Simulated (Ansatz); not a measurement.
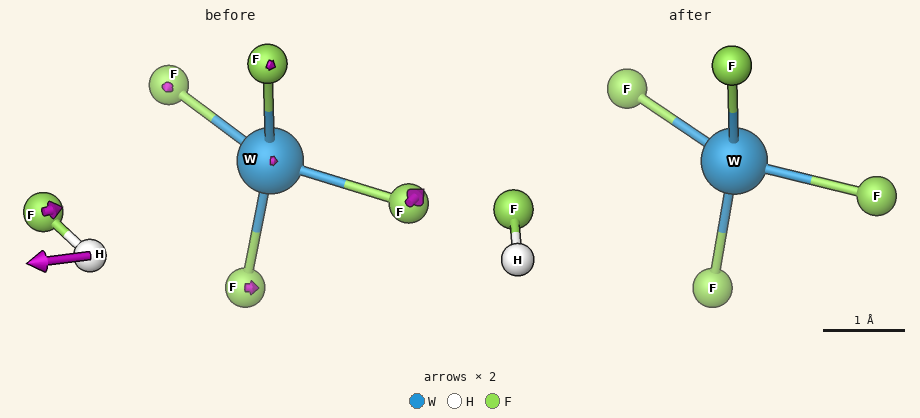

The structure of WHF₅ before (left) and after (right) a relaxation, at one scale. The purple arrows give the displacements, 2 times their true length.

Style: ball-and-stick. Shown from a free direction.

The run prepares an end point of a later path (reaction) calculation, from a guessed geometry.

All numbers below come from RKS B3LYP-D4/def2-SVP in Ansatz 0.2.0. (no spin polarisation; force threshold 0.03 eV/Å; at most 50 steps)

### Describe what moved and what it gained.

After 6 accepted moves (9 points after the start) the energy has fallen by 3.43 kJ/mol. Largest force component: 0.19 eV/Å at the start, 0.023 eV/Å at the end. The line search rejected the trial steps at points 1, 5, 7 of the run. The largest move after the best rigid fit is that of the H atom, 0.43 Å. Largest moves by element: H 0.43 Å, F 0.18 Å, W 0.05 Å. Near-neighbour distances that change, for instance: H–W 2.923 → 3.368 Å, F–W 3.047 → 2.953 Å, F–W 1.840 → 1.844 Å.

Limits of the set-up: the start holds two separate molecules, 2.9 Å apart at their closest, whose relative position is a soft coordinate.
